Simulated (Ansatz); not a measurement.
# HNO3 (peroxynitrous acid) at CCSD(T)/6-311+G(d,p)

What is the energy change on altering one bond length of HNO3 (peroxynitrous acid) at CCSD(T)/6-311+G**? 

Program for the calculation: Ansatz 0.2.0.

51 further runs of the same task are left out: 51 set aside as unsound or not needed.

## 1. The system as given

HNO3: 5 atoms, total charge 0, spin state singlet. As SMILES, `O=NOO`. The coordinates come from a PBE0-D4/def2-TZVP relaxation. This is one conformer, not always the lowest.

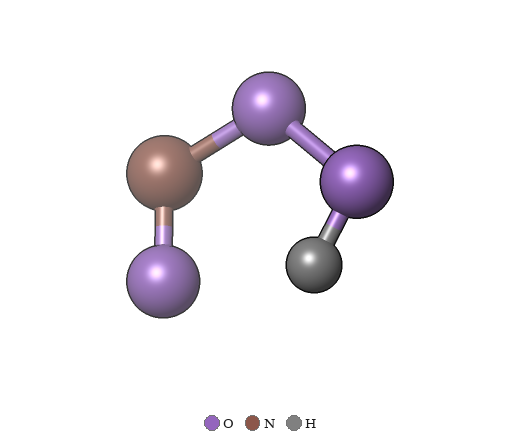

The structure, seen from a chosen angle (oxygen purple, nitrogen brown, hydrogen grey).

## 2. The energy at CCSD(T)/6-311+G(d,p)

The input, molecule.yaml:

```yaml
crystal:
  periodic: [false, false, false]
  atoms:
    - {symbol: O, position_ang: [0.136350, -0.835310, 0.979060]}
    - {symbol: "N", position_ang: [-0.871770, -0.628300, 0.400790]}
    - {symbol: O, position_ang: [-0.775090, 0.288530, -0.589000]}
    - {symbol: O, position_ang: [0.508600, 0.826880, -0.747550]}
    - {symbol: H, position_ang: [1.001920, 0.348200, -0.043280]}
basis:
  gaussian:
    orbitals: 6-311+G_st__st_.json
scf:
  omitted_lower_state_checks: [cluster_reference, increment]
accuracy: high
correlation:
  method: ccsd_t
  frozen_orbitals: {H: 0, "N": 1, O: 1}
```

The basis set 6-311+G** is read from a file made from the Basis Set Exchange's data (not shown).

Launch:

```sh
$ ansatz run molecule.yaml --threads 1 --pin off --max-ram 3480MiB --events-out events.jsonl --progress --plain --runs-dir runs
```

Output, shortened:

```text
Warning: RAYON_NUM_THREADS=1 ignored (pool sized by the plan → 1); use --threads N
Functional definition: HF
  name "HF"
[...]
1794 factors; integrals over basis functions are off by at most 2.9e-9 eV
[...]
mean field -7604.90492542 eV, -279.4751012195 hartree, gradient 1.5e-8 eV, S^2 0.000000; 0 other end points of the search recorded, 0 dependent functions left out
4 core orbitals not correlated: weight in the atoms' cores, before any rotation towards them, 1.000 or more for the frozen orbitals, at most 0.000 for the correlated occupied ones
reference -7604.90492542 eV, -279.4751012195 hartree; 12, 12 occupied and 78, 78 virtual orbitals, 1794 factors
second order -21.48132352 eV of doubles, -0.00000000 eV of singles
cycle   1  -20.52115158 eV  change    9.6e-1 eV  update   1.5e-1
[...]
cycle  24  -21.53283843 eV  change  -7.0e-10 eV  update   1.3e-9
perturbative correction -0.99007638 eV, -0.0363846359 hartree
Total energy: -7627.42784023 eV, -280.3028030723 hartree
Checks for a lower state left out: cluster_reference, increment
```

Wall time 28 s (1 thread of Arm Neoverse V2, shared host); peak memory 0.61 GiB.

## 3. The distorted shape at the same level

The input, input.yaml:

```yaml
crystal:
  periodic: [false, false, false]
  atoms:
    - symbol: O
      position_ang: [-0.505486, -1.104481, 1.058334]
    - symbol: "N"
      position_ang: [-1.513606, -0.897471, 0.480064]
    - symbol: O
      position_ang: [-1.416926, 0.019359, -0.509726]
    - symbol: O
      position_ang: [0.508600, 0.826880, -0.747550]
    - symbol: H
      position_ang: [1.001920, 0.348200, -0.043280]
basis:
  gaussian:
    orbitals: 6-311+G_st__st_.json
correlation:
  method: ccsd_t
  frozen_orbitals: {H: 0, "N": 1, O: 1}
accuracy: high
scf:
  omitted_lower_state_checks: [cluster_reference, increment]
```

The basis set 6-311+G** is read from a file made from the Basis Set Exchange's data (not shown).

Launch:

```sh
$ ansatz run input.yaml --threads 1 --pin off --max-ram 3480MiB --events-out events.jsonl --progress --plain --runs-dir runs
```

Output:

```text
Warning: RAYON_NUM_THREADS=1 ignored (pool sized by the plan → 1); use --threads N
[... 13 lines left out ...]
4 core orbitals not correlated: weight in the atoms' cores, before any rotation towards them, 1.000 or more for the frozen orbitals, at most 0.000 for the correlated occupied ones
[... 40 lines left out ...]
WARN: these amplitudes may be one of several solutions (largest doubles amplitude 0.25, level shift 0.58 eV)
Total energy: -7626.45825117 eV, -280.2671713315 hartree
Checks for a lower state left out: cluster_reference, increment
```

Run time: 38 s. Hardware: 1 thread of Arm Neoverse V2, shared host; peak memory 0.61 GiB.

## 4. What came out

At CCSD(T)/6-311+G**, 4 core orbitals frozen:

| quantity | value |
| --- | --- |
| first shape: total energy | -280.30280 Eh |
| first shape: correlation energy (4 core orbitals frozen) | -827.7 mEh |
| first shape: (T) correction | -36.38 mEh |
| first shape: T1 diagnostic | 0.026 |
| distorted shape: total energy | -280.26717 Eh |
| distorted shape: correlation energy (4 core orbitals frozen) | -905.8 mEh |
| distorted shape: (T) correction | -58.86 mEh |
| distorted shape: T1 diagnostic | 0.038 |
| energy change with the O3–O4 bond stretched from 1.401 to 2.101 Å | 0.970 eV |

**Reading.** One bond (distorted shape) is far stretched, which a spin-restricted single reference describes badly; perturbation theory on it can break down and give far too much correlation. With the O3–O4 bond stretched from 1.401 to 2.101 Å the energy rises by 0.97 eV (22.4 kcal/mol). The first shape isn't relaxed at this level, so the change isn't measured from a minimum. A restricted reference can't describe the breaking bond well at this length. The T1 diagnostic (first shape) of 0.026 is above the customary mark for such species, so a single reference may not serve. The triples (first shape) make up 4.4 % of the correlation energy. The T1 diagnostic (distorted shape) of 0.038 is above the customary mark for such species, so a single reference may not serve. The restricted solution (distorted shape) is unstable to spin breaking: an unrestricted one lies lower.
